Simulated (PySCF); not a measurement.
C$_{3}$H$_{9}$S (SMILES C[S+](C)C) (charge +1)

```yaml
atoms:
  - { symbol: C, position_ang: [-0.5728, 1.4839, -0.8272] }
  - { symbol: S, position_ang: [0.0009, -0.0017, -0.0035] }
  - { symbol: C, position_ang: [-1.1519, -1.3248, 0.3643] }
  - { symbol: C, position_ang: [1.7271, -0.1640, 0.4529] }
  - { symbol: H, position_ang: [-0.0811, 1.5812, -1.8030] }
  - { symbol: H, position_ang: [-0.4015, 2.3534, -0.1801] }
  - { symbol: H, position_ang: [-1.6525, 1.3287, -0.9647] }
  - { symbol: H, position_ang: [-0.5452, -2.0936, 0.8642] }
  - { symbol: H, position_ang: [-1.9285, -0.9596, 1.0478] }
  - { symbol: H, position_ang: [-1.5662, -1.7252, -0.5696] }
  - { symbol: H, position_ang: [2.1995, 0.7624, 0.0954] }
  - { symbol: H, position_ang: [2.1652, -1.0278, -0.0628] }
  - { symbol: H, position_ang: [1.8179, -0.2336, 1.5442] }
```

Geometry: PBE0-D3(BJ)/def2-SVP.

Theory: PBE0/pcSseg-1, SCF density, in a chloroform solvent model, non-relativistic in PySCF 2.14.0.

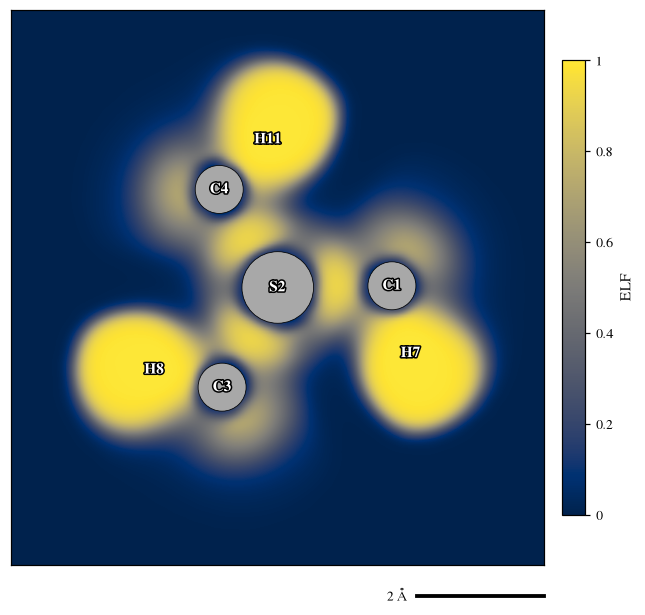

Figure 1. ELF on the plane of atoms S2, C3 and H8. Grey discs cover the atomic cores.

Question: Read the bonding off the picture.

Answer: The section cuts through C, S and H sites. C–S (1.79 Å): the ELF peaks at about 0.90 between the atoms: localised, covalent bonding. C–H (1.10 Å): the ELF climbs to about 1 towards the hydrogen, as it does in any bond to H (an ordinary covalent bond to hydrogen).

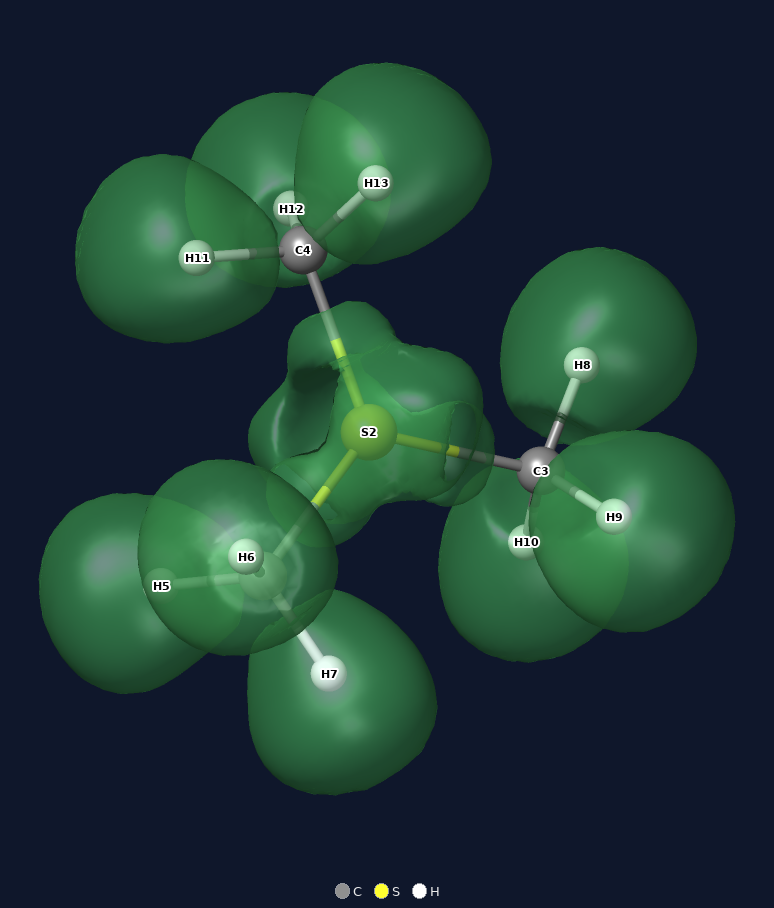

Figure 2. Isosurface of the electron localisation function at 0.75 (green), seen at a tilt. Core shells and regions of very low density are left out.

Question: Describe the localisation domains.

Answer: The surface consists of nine regions around hydrogen nuclei and one region on S in which the atom's valence shell and bonds are merged.
